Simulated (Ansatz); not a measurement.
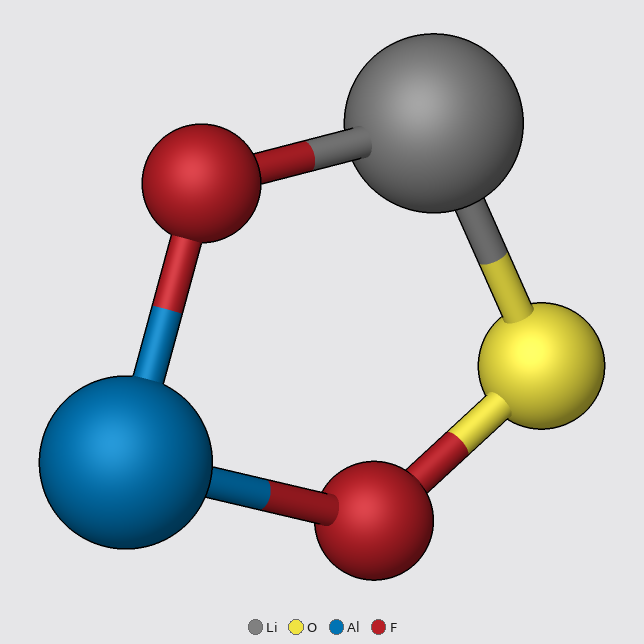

A ball-and-stick model of a molecule. Every bond is drawn as one stick, whatever its order.

The geometry was computed by an optimisation with PBE0-D4/def2-TZVP. No frequency run is at hand to confirm it as a minimum.

Identify the structure.

It has 5 atoms: 1 aluminium, 1 lithium, 1 oxygen and 2 fluorine (AlLiOF2). This geometry has Cs symmetry. All atoms lie on one plane. Coordination: 1 Li bent; 1 O bent; 1 Al bent; 2 F bent.

More results for the same structure follow; atom numbers are the same in all pictures, views and colours differ.

Electronic properties

No frequency run is at hand to confirm it as a minimum. Level of theory: RKS PBE0-D4/def2-TZVPP (Ansatz 0.2.0).

Give the HOMO energy (Kohn–Sham orbital) at this level.

Answer. −6.26 eV.

Give the HOMO–LUMO gap at this level.

Answer. 4.47 eV.

Dipole moment

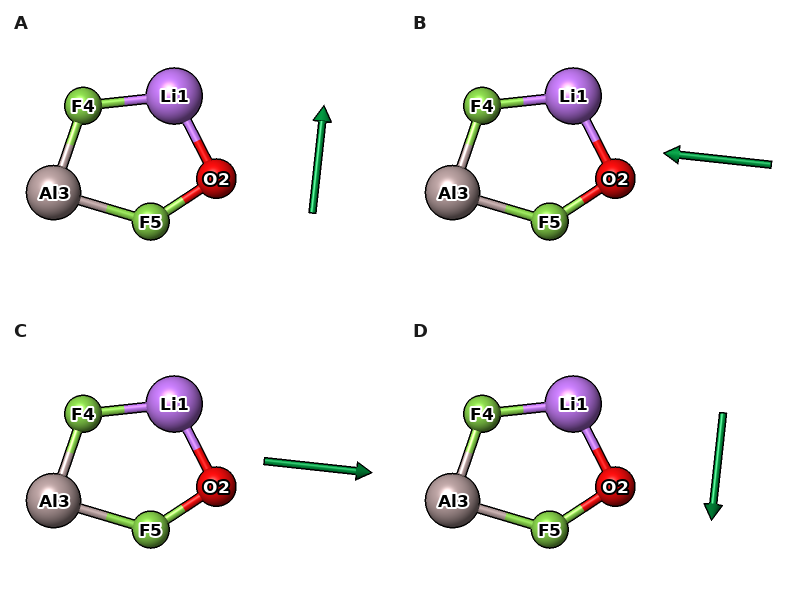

The same molecule four times, each with an arrow. No frequency run is at hand to confirm it as a minimum. Level of theory: RKS PBE0-D4/def2-TZVP (Ansatz 0.2.0).

Which arrow points along the dipole moment, from the negative to the positive end?

Answer. A. The dipole moment is 4.24 D; it points from the side of F5 to the side of Li1 (the outermost atoms at the two ends).

Charges

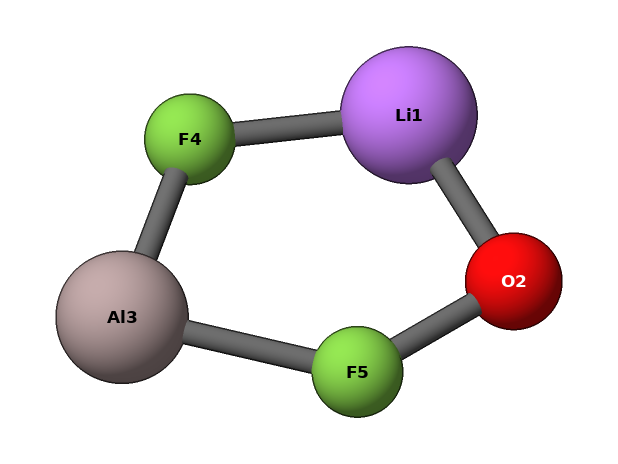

The questions are on Mulliken charges. No frequency run is at hand to confirm it as a minimum. Properties computed with RKS PBE0-D4/def2-TZVP (Ansatz 0.2.0).

Which atom carries the highest charge (most positive or least negative)?

Answer. Li1 (0.78 e).

And the lowest?

Answer. O2 (−0.51 e).

List the Mulliken charges.

| atom | value (e) |
| --- | --- |
| Li1 | 0.78 |
| O2 | −0.51 |
| Al3 | 0.36 |
| F4 | −0.49 |
| F5 | −0.13 |

Mulliken values depend strongly on the basis set and can even reverse the polarity of a bond.
